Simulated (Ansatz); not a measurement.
**Saddle-point search of Si$_{2}$NH$_{7}$S**

The run: saddle-point search of Si$_{2}$NH$_{7}$S. Method and program: RKS PBE0-D4/6-31G (Ansatz 0.2.0).

Figures and captions count atoms from 1; the log counts them from 0 in places.

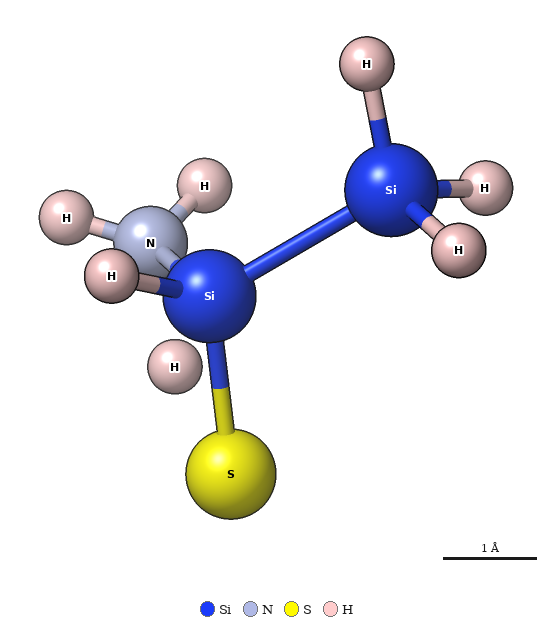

Figure 1. The input geometry (ball-and-stick view, seen at a tilt). Bond lengths as drawn: H–N 0.95 to 1.06 Å, H–Si 1.42 to 1.52 Å, N–Si 1.75 Å, Si–Si 2.33 Å and S–Si 2.05 Å.

## Input file
```yaml
crystal:
  periodic: [false, false, false]
  atoms:
    - {symbol: Si, position_ang: [-0.317653, 0.330354, -0.681953]}
    - {symbol: N, position_ang: [1.263048, 0.991307, -0.303328]}
    - {symbol: S, position_ang: [0.387462, -0.707622, -2.305733]}
    - {symbol: H, position_ang: [1.495905, 0.201929, -1.407475]}
    - {symbol: H, position_ang: [-1.226832, 1.477901, -0.965017]}
    - {symbol: Si, position_ang: [-1.101017, -0.954970, 1.100737]}
    - {symbol: H, position_ang: [1.444710, 1.921893, -0.399706]}
    - {symbol: H, position_ang: [1.815596, 0.647447, 0.537317]}
    - {symbol: H, position_ang: [-0.213196, -1.968839, 1.586935]}
    - {symbol: H, position_ang: [-2.325365, -1.768017, 0.710447]}
    - {symbol: H, position_ang: [-1.427320, -0.143613, 2.223376]}
basis:
  gaussian: {orbitals: 6-31G}
hamiltonian: {xc: pbe0, dispersion: d4}
saddle:
  f_tol: 0.1
  max_steps: 40
  mode_guess:
    - [-0.1996, -0.1081, -0.1735]
    - [0.0525, -0.1056, -0.2426]
    - [-0.2758, -0.0580, -0.0613]
    - [0.3745, 0.4138, 0.6399]
    - [0.0226, 0.0012, 0.0287]
    - [-0.0036, -0.0007, -0.0009]
    - [0.0026, -0.0618, -0.0719]
    - [0.0122, -0.0836, -0.1487]
    - [0.0117, 0.0158, 0.0149]
    - [0.0163, -0.0219, 0.0149]
    - [-0.0134, 0.0089, 0.0006]
```

Hardware: 4 threads of Arm Neoverse V2, 23 GiB of memory available, shared host.

Launched with:
```bash
ansatz run in.yaml --threads 4 --pin off --events-out ev --progress --plain --max-ram 9574MiB
```

## Output
```
Functional definition: PBE0
  name "PBE0"
  cite "Adamo & Barone, J. Chem. Phys. 110, 6158 (1999) doi:10.1063/1.478522"
  cite "Perdew, Burke & Ernzerhof, Phys. Rev. Lett. 77, 3865 (1996) doi:10.1103/PhysRevLett.77.3865"
  parent pbe
  parameter a = 0.25
  parameter kappa = 0.804
  parameter beta = 0.06672455060314922
  exchange = (1 - a)*pbe_x(kappa = kappa, mu = beta*pi^2/3) + a*exact_x
  correlation = pbe_c(beta = beta)
824 factors; integrals over basis functions are off by at most 1.9e-4 eV
mean field evaluation 1: about -28173.7231 eV, gradient 4.2e1 eV
mean field evaluation 2: about -28171.4105 eV, gradient 5.2e1 eV
mean field evaluation 4: about -28177.6569 eV, gradient 2.3e0 eV
mean field evaluation 8: about -28177.6721 eV, gradient 5.2e-2 eV
mean field -28177.67208375 eV, -1035.5103495657 hartree, gradient 9.2e-6 eV, S^2 0.000000; 0 other end points of the search recorded, 0 dependent functions left out
the calculation of the forces begins
reference -28177.67211358 eV, -1035.5103506618 hartree; 29, 29 occupied and 33, 33 virtual orbitals, 824 factors
these checks for a lower state are left out or cut short: stability, starts, cluster_reference, orbital_swaps, neighbouring_geometries, increment
824 factors; integrals over basis functions are off by at most 1.9e-4 eV
mean field evaluation 16: about -28177.6795 eV, gradient 4.4e-1 eV
mean field -28177.67730318 eV, -1035.5105413760 hartree, gradient 1.5e-6 eV, S^2 0.000000; 0 other end points of the search recorded, 0 dependent functions left out
[... from here on the field's lines of each further geometry are left out, up to the last ...]
saddle step   1: F+E_penalty+E_count = -28177.91168638 eV  max|allowed force component| = 3.965e0 eV/Å  curvature = -9.1688 eV/Å²  mode residual = 7.68e0 eV/Å²  Δτ_max = 0.0000 Å  (1 rotations, 3 force calls, 62 SCF iters)  cluster: 3 rotations left out, max|force component along them| = 1.725e-6 eV/Å
saddle step   2: F+E_penalty+E_count = -28178.47511020 eV  max|allowed force component| = 2.173e0 eV/Å  curvature = -9.3052 eV/Å²  mode residual = 3.22e0 eV/Å²  Δτ_max = 0.0897 Å  (1 rotations, 3 force calls, 66 SCF iters)  cluster: 3 rotations left out, max|force component along them| = 2.004e-6 eV/Å
saddle step   3: F+E_penalty+E_count = -28178.63518992 eV  max|allowed force component| = 7.030e-1 eV/Å  curvature = -8.5392 eV/Å²  mode residual = 3.34e0 eV/Å²  Δτ_max = 0.0627 Å  (1 rotations, 3 force calls, 65 SCF iters)  cluster: 3 rotations left out, max|force component along them| = 2.202e-6 eV/Å
saddle step   4: F+E_penalty+E_count = -28178.65741200 eV  max|allowed force component| = 2.707e-1 eV/Å  curvature = -8.4198 eV/Å²  mode residual = 1.25e0 eV/Å²  Δτ_max = 0.0478 Å  (1 rotations, 3 force calls, 65 SCF iters)  cluster: 3 rotations left out, max|force component along them| = 2.025e-6 eV/Å
saddle step   5: F+E_penalty+E_count = -28178.66806350 eV  max|allowed force component| = 9.707e-2 eV/Å  curvature = -8.2791 eV/Å²  mode residual = 1.35e0 eV/Å²  Δτ_max = 0.0286 Å  (1 rotations, 7 force calls, 118 SCF iters)  cluster: 3 rotations left out, max|force component along them| = 2.073e-6 eV/Å
saddle step   6: F+E_penalty+E_count = -28178.66964098 eV  max|allowed force component| = 1.355e-2 eV/Å  curvature = -8.2489 eV/Å²  mode residual = 8.04e-1 eV/Å²  Δτ_max = 0.0259 Å  (1 rotations, 7 force calls, 116 SCF iters)  cluster: 3 rotations left out, max|force component along them| = 2.120e-6 eV/Å
saddle search: the force at step 7 is within saddle.f_tol, and the search now checks the order of the point unasked, as it does wherever a lone molecule whose rigid rotations it leaves out would converge (saddle.isolated_cluster): at most 100 rotations across the mode and 202 force calls, two more next to a line or behind a second negative curvature, two more where it reads a positive, two for each turn that reads one and six more at each negative that it reads, and up to 22 at one that stands (24 where saddle.amplitude is under 0.005 Å), over each length that the point is read over (saddle.order_check: false declines the check)
saddle search: the rotation starts from a random direction (saddle.seed = 0)
the calculation of the forces begins
reference -28178.43591347 eV, -1035.5384197903 hartree; 29, 29 occupied and 33, 33 virtual orbitals, 824 factors
824 factors; integrals over basis functions are off by at most 1.9e-4 eV
mean field -28178.43591339 eV, -1035.5384197873 hartree, gradient 2.3e-5 eV, S^2 0.000000; 1 other end points of the search recorded, 0 dependent functions left out
the calculation of the forces begins
reference -28178.43594378 eV, -1035.5384209041 hartree; 29, 29 occupied and 33, 33 virtual orbitals, 824 factors
saddle step   7: F+E_penalty+E_count = -28178.66983255 eV  max|allowed force component| = 4.979e-3 eV/Å  curvature = -8.1334 eV/Å² (error put at 0.0049; -8.1380 at half of saddle.amplitude)  mode residual = 8.28e-1 eV/Å²  Δτ_max = 0.0179 Å  (1 rotations, 46 force calls, 618 SCF iters)  order check (unasked): unresolved, curvature across the mode = +0.0392 eV/Å² (38 force calls)  cluster: 3 rotations left out, max|force component along them| = 2.122e-6 eV/Å
```

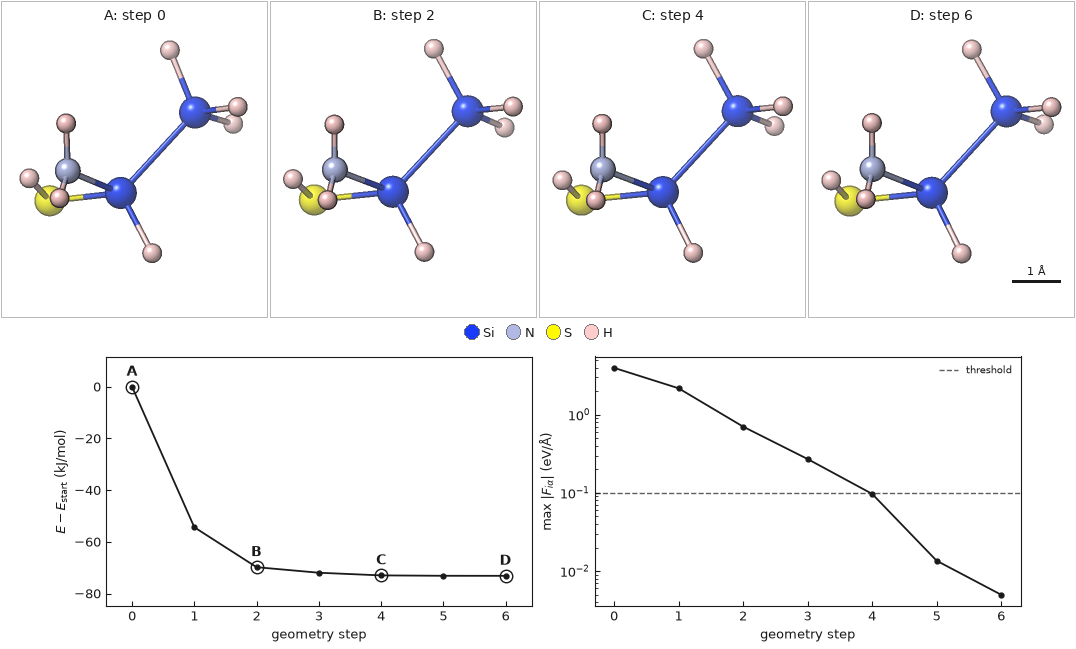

Figure 2. Frames of the saddle-point search (ball-and-stick view, seen at a tilt) above the curves, on which the letters mark them (the first geometry is step 0 here and step 1 in the log).

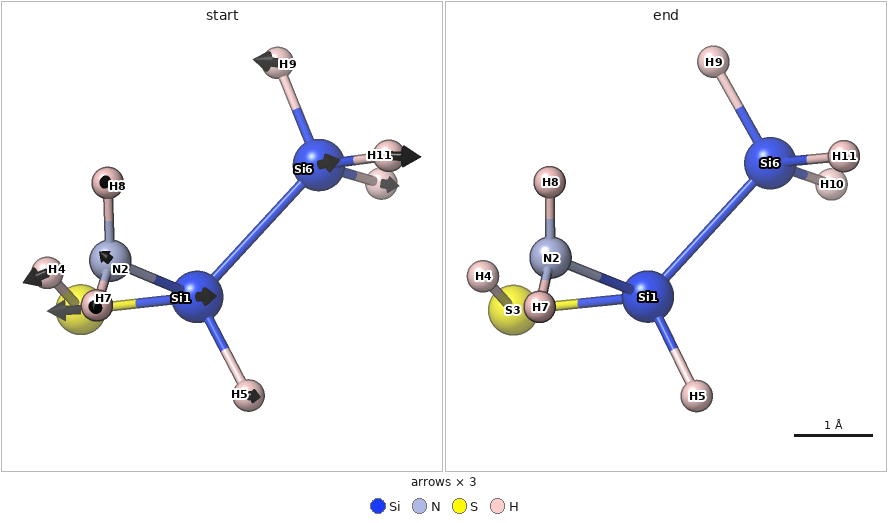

Figure 3. Before (left) and after (right) the saddle-point search, at one scale (ball-and-stick view, seen at a tilt). The black arrows give the displacements, magnified 3 times. The largest moves after the best rigid fit, 0.15 Å, are those of S3 and H11. Largest moves by element: S 0.15 Å, H 0.14 Å, Si 0.10 Å, N 0.06 Å. Distances before and after: Si1–S3 2.052 → 2.201 Å, Si1–N2 1.755 → 1.888 Å, Si6–H11 1.423 → 1.505 Å, Si6–H9 1.433 → 1.502 Å. Among the angles that change: H9–Si6–H10 102.0° → 109.7°, Si1–Si6–H9 116.2° → 108.7°, N2–Si1–S3 93.0° → 86.0°. After 6 geometry steps the energy has fallen by 73.2 kJ/mol. Largest force component: 4 eV/Å at the start, 0.005 eV/Å at the end. (Atoms are counted from 1 in the order of the input.)

```
saddle search: converged; its order check could not tell the order of the point: after 35 rotations it read +0.039 eV/Å² across the mode with a residual of 9.96e-2 eV/Å², and holds the second-lowest curvature to +0.040 eV/Å² at the most. That shows no second curvature under the negative of saddle.curvature_tol, and does not show that there is none
Total energy: -28178.66986294 eV, -1035.5470172747 hartree
Atom 0 at    -0.404109     0.298330    -0.654800 Å, force    -0.001318     0.000849     0.000909 eV/Å
Atom 1 at     1.323011     0.971062    -0.298012 Å, force     0.003236     0.003623     0.000402 eV/Å
Atom 2 at     0.511551    -0.705443    -2.386108 Å, force    -0.000173    -0.000441    -0.002262 eV/Å
Atom 3 at     1.557818     0.199480    -1.511317 Å, force     0.000519    -0.000904    -0.000082 eV/Å
Atom 4 at    -1.265961     1.501543    -0.929741 Å, force     0.000617     0.001266     0.000450 eV/Å
Atom 5 at    -1.185839    -0.995509     1.146719 Å, force    -0.004866    -0.004978     0.000167 eV/Å
Atom 6 at     1.469747     1.973498    -0.393985 Å, force    -0.001375    -0.001496    -0.000736 eV/Å
Atom 7 at     1.826512     0.608254     0.508244 Å, force     0.000522    -0.001330    -0.000570 eV/Å
Atom 8 at    -0.098175    -1.942575     1.566864 Å, force     0.000105     0.001522     0.000560 eV/Å
Atom 9 at    -2.402784    -1.771596     0.735645 Å, force     0.004527     0.001306     0.000744 eV/Å
Atom 10 at    -1.536432    -0.109275     2.312091 Å, force    -0.001794     0.000583     0.000417 eV/Å
Dipole moment:     0.099046     0.608214     0.935039 e Å
```

## Trajectory as extended XYZ (Å, eV, eV/Å), 7 frames, from step=1 to step=7
```
11
Properties=species:S:1:pos:R:3:forces:R:3 step=1 energy=-28177.91169
Si   -0.3177    0.3304   -0.6820   -3.9648  -0.1740   1.5505
N     1.2630    0.9913   -0.3033    3.0601  -2.8684   2.4902
S     0.3875   -0.7076   -2.3057    1.0646  -1.3032  -2.1244
H     1.4959    0.2019   -1.4075    0.6152   0.1556  -0.2251
H    -1.2268    1.4779   -0.9650   -0.1209   0.2720   0.0912
Si   -1.1010   -0.9550    1.1007   -1.0659  -0.4706  -1.3415
H     1.4447    1.9219   -0.3997    0.6032   3.5051  -0.6459
H     1.8156    0.6474    0.5373   -1.0492   0.3393  -1.3902
H    -0.2132   -1.9688    1.5869    1.2277  -0.8596   0.3204
H    -2.3254   -1.7680    0.7104    0.1028   0.3578  -0.0565
H    -1.4273   -0.1436    2.2234   -0.4728   1.0459   1.3313
11
Properties=species:S:1:pos:R:3:forces:R:3 step=2 energy=-28178.47511
Si   -0.3356    0.3010   -0.6631   -2.1735   0.1281   1.0381
N     1.2979    0.9794   -0.2821    0.9712   0.3778  -0.1234
S     0.4334   -0.7330   -2.3231    0.8075  -0.5614  -1.2115
H     1.5287    0.2183   -1.4894    0.2174  -0.1669  -0.0524
H    -1.2430    1.4668   -0.9230   -0.0277   0.1200  -0.0130
Si   -1.1306   -0.9748    1.1252   -0.5096  -0.3187  -0.5329
H     1.4580    1.9705   -0.4183    0.0786   0.1508   0.0727
H     1.7792    0.6253    0.5336    0.2586  -0.0002   0.1198
H    -0.1430   -1.9715    1.5783    0.4449  -0.3032   0.0978
H    -2.3683   -1.7252    0.6870    0.1172   0.1164   0.0300
H    -1.4813   -0.1290    2.2704   -0.1847   0.4573   0.5747
11
Properties=species:S:1:pos:R:3:forces:R:3 step=3 energy=-28178.63519
Si   -0.3742    0.2906   -0.6478   -0.7030   0.2972   0.4346
N     1.3129    0.9879   -0.2985    0.2383   0.3764  -0.2978
S     0.4724   -0.7284   -2.3483    0.4425  -0.2116  -0.4353
H     1.5680    0.1712   -1.5024   -0.1304  -0.0168  -0.1132
H    -1.2690    1.4758   -0.9015    0.0209  -0.0009  -0.0425
Si   -1.1667   -0.9939    1.1424   -0.0175  -0.1377   0.0043
H     1.4664    1.9902   -0.4088   -0.0851  -0.1215  -0.0803
H     1.8156    0.6513    0.5048    0.2710  -0.2351   0.4368
H    -0.1037   -1.9769    1.5619   -0.0854   0.0485  -0.0147
H    -2.4012   -1.7192    0.6829    0.0465  -0.0282   0.0539
H    -1.5251   -0.1209    2.3109    0.0021   0.0299   0.0542
11
Properties=species:S:1:pos:R:3:forces:R:3 step=4 energy=-28178.65741
Si   -0.3957    0.2990   -0.6380   -0.0297  -0.0342   0.0142
N     1.3375    0.9755   -0.3022   -0.0909   0.0319  -0.0867
S     0.5157   -0.7145   -2.3586   -0.0414  -0.0620  -0.1673
H     1.5636    0.2185   -1.5081    0.0188  -0.0392   0.1277
H    -1.2791    1.4901   -0.9111    0.0619  -0.0011   0.0017
Si   -1.1862   -0.9994    1.1519    0.0881  -0.0047   0.1527
H     1.4598    1.9783   -0.4493    0.1409  -0.1445   0.2503
H     1.8429    0.6168    0.5104   -0.0403   0.2707  -0.1776
H    -0.1102   -1.9755    1.5693   -0.1249   0.1100  -0.0363
H    -2.4081   -1.7429    0.7019   -0.0189  -0.0322   0.0235
H    -1.5447   -0.1181    2.3294    0.0363  -0.0948  -0.1023
11
Properties=species:S:1:pos:R:3:forces:R:3 step=5 energy=-28178.66806
Si   -0.3967    0.2961   -0.6421   -0.0249   0.0359   0.0130
N     1.3327    0.9813   -0.3077    0.0663   0.0256   0.0735
S     0.5072   -0.7197   -2.3682   -0.0005  -0.0164  -0.0476
H     1.5571    0.1993   -1.5068    0.0382   0.0146   0.0367
H    -1.2718    1.4918   -0.9158    0.0267  -0.0068  -0.0003
Si   -1.1864   -1.0009    1.1503    0.0378  -0.0073   0.0971
H     1.4747    1.9832   -0.4254   -0.0289  -0.0314  -0.0132
H     1.8458    0.6448    0.5071   -0.0666  -0.0087  -0.0903
H    -0.1172   -1.9757    1.5688   -0.0516   0.0565  -0.0224
H    -2.4093   -1.7483    0.7079   -0.0150  -0.0174   0.0125
H    -1.5408   -0.1243    2.3275    0.0185  -0.0446  -0.0590
11
Properties=species:S:1:pos:R:3:forces:R:3 step=6 energy=-28178.66964
Si   -0.4005    0.2977   -0.6493   -0.0009  -0.0136  -0.0048
N     1.3260    0.9761   -0.3006    0.0000   0.0093  -0.0018
S     0.5136   -0.7114   -2.3797   -0.0053   0.0086   0.0070
H     1.5597    0.1991   -1.5103    0.0013  -0.0077   0.0023
H    -1.2635    1.4996   -0.9269   -0.0013   0.0001   0.0005
Si   -1.1878   -0.9985    1.1495    0.0003   0.0006  -0.0110
H     1.4671    1.9782   -0.4092    0.0051  -0.0031   0.0099
H     1.8337    0.6247    0.5081   -0.0050  -0.0004  -0.0070
H    -0.1083   -1.9570    1.5639    0.0020   0.0020   0.0016
H    -2.4096   -1.7624    0.7296    0.0044   0.0007   0.0031
H    -1.5350   -0.1184    2.3204   -0.0007   0.0035   0.0002
11
Properties=species:S:1:pos:R:3:forces:R:3 step=7 energy=-28178.66983
Si   -0.4041    0.2983   -0.6548   -0.0013   0.0008   0.0009
N     1.3230    0.9711   -0.2980    0.0032   0.0036   0.0004
S     0.5116   -0.7054   -2.3861   -0.0002  -0.0004  -0.0023
H     1.5578    0.1995   -1.5113    0.0005  -0.0009  -0.0001
H    -1.2660    1.5015   -0.9297    0.0006   0.0013   0.0004
Si   -1.1858   -0.9955    1.1467   -0.0049  -0.0050   0.0002
H     1.4697    1.9735   -0.3940   -0.0014  -0.0015  -0.0007
H     1.8265    0.6083    0.5082    0.0005  -0.0013  -0.0006
H    -0.0982   -1.9426    1.5669    0.0001   0.0015   0.0006
H    -2.4028   -1.7716    0.7356    0.0045   0.0013   0.0007
H    -1.5364   -0.1093    2.3121   -0.0018   0.0006   0.0004
```

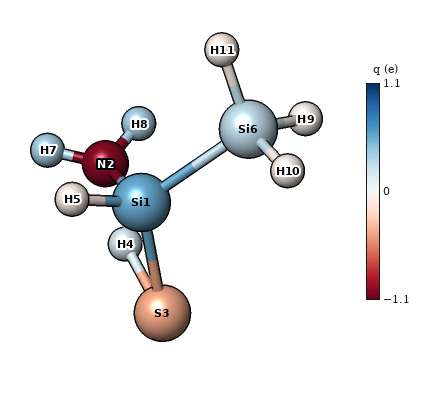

Figure 4. Mulliken charges, as the colour of each atom (ball-and-stick view, seen at a tilt; atoms are numbered from 1 in the order of the input). By element: Si +0.27 to +0.56, N −1.00, S −0.42 and H −0.09 to +0.36 e.

## Summary

| quantity | value |
| --- | --- |
| outcome | converged |
| total energy | −28178.6699 eV |
| mean-field energy | −28178.4359 eV |
| dispersion energy | −0.2339 eV |
| largest force (length of the vector) at the end | 0.007 eV/Å |
| dipole moment | 5.38 D |
| wall time | 52 s (CPU time 3 min) |
| peak memory | 0.56 GiB |

## Notes

The program could not tell the order of the saddle point.
